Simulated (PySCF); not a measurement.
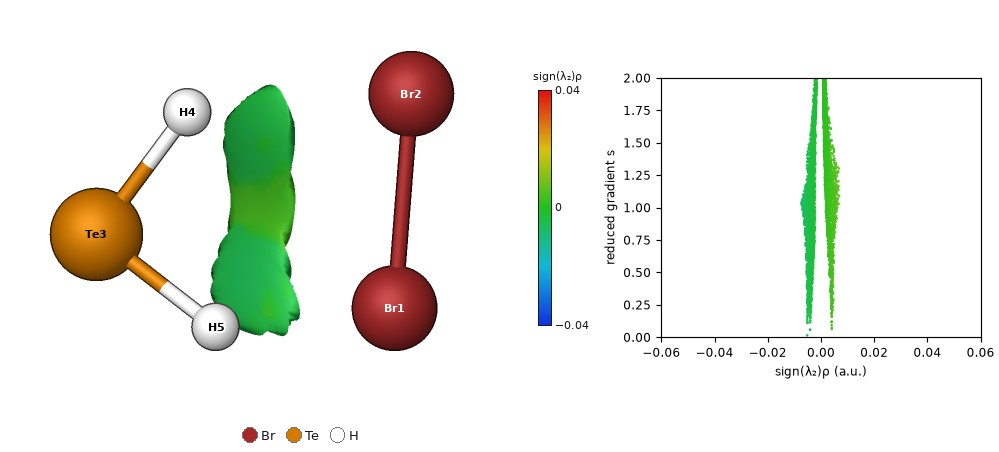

Figure 1: Br₂H₂Te, SMILES `BrBr.[TeH2]`. Non-covalent interaction surfaces between the fragments (reduced density gradient s = 0.5, coloured by sign(λ₂)ρ in a.u.; trimmed to the region between the fragments where ρ is under 0.06 a.u.). Fragment A: Br2 (atoms 1–2); fragment B: TeH2. The plot gives s against sign(λ₂)ρ for grid points between the fragments.

Method: TPSS/def2-SVPD; geometry: GFN2-xTB; program: PySCF. Core potentials replace the inner electrons of Te; spin–orbit coupling isn't included. GFN2-xTB bond lengths at metals and heavier atoms can be off by up to 0.1 Å and shapes distorted, which carries into these values.

Cartesian coordinates (Å):

```
Br1     -1.6896   -1.1638    0.0062
Br2     -1.8583    1.1143    0.0021
Te3      2.3232    0.0230    0.0303
H4       1.6711    1.3712   -0.6459
H5       1.6986   -0.8340   -1.2239
```

> Interpret the surfaces between the fragments.

Bond critical points between the fragments: Br1···Te3, 4.18 Å, ρ = 0.005 a.u.; Br2···Te3, 4.32 Å, ρ = 0.004 a.u. All are weak and appear green (van der Waals range). Several contacts close a ring, whose ring point adds a part with positive λ₂ between them. The pose is a local one from a semi-empirical search, not shown to be the most stable.

> How strongly are they bound?

The counterpoise-corrected interaction energy of the frozen fragments is +0.9 kcal/mol without dispersion correction and −1.2 kcal/mol with D3(BJ). The pair geometry is semi-empirical, not a minimum at this level.
